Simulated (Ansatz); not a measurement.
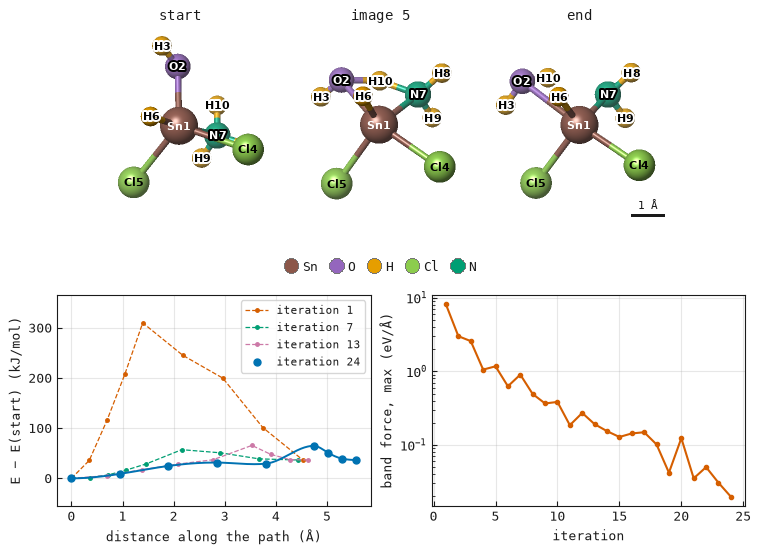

NEB run on SnNH₅OCl₂. Images are numbered from 0 (start) to 8 (end). The plot follows the band through its iterations. Style: ball-and-stick. Shown from a free direction.

Level of theory: Ansatz, RKS revPBE-D4/def2-SVP. Settings: 7 movable images; climbing image; force threshold 0.03 eV/Å; iteration limit 60; spring constant 0.5 eV/Å²; starting path through a guess of the saddle point.

> How did the profile develop, and is the result final?

The run is converged, with reservations. The band converged in 24 iterations. The largest component of the band force went from 8.1 to 0.02 eV/Å. The climbing image converged on the top of the path. Its curvatures weren't checked. The first iteration put the highest image at 310.0 kJ/mol. The highest point, image 5, lies 64.7 kJ/mol above the start and 28.1 kJ/mol above the end; the end is at +36.6 kJ/mol relative to the start. The profile has 2 maxima (images 3, 5) with a dip at image 4 (+29.3 kJ/mol), so the process runs in steps.

The run took 5.7 min on 4 threads of Intel(R) Xeon(R) Platinum 8259CL CPU @ 2.50GHz (Skylake/Cascade Lake), on a shared host, peak memory 0.2 GiB.
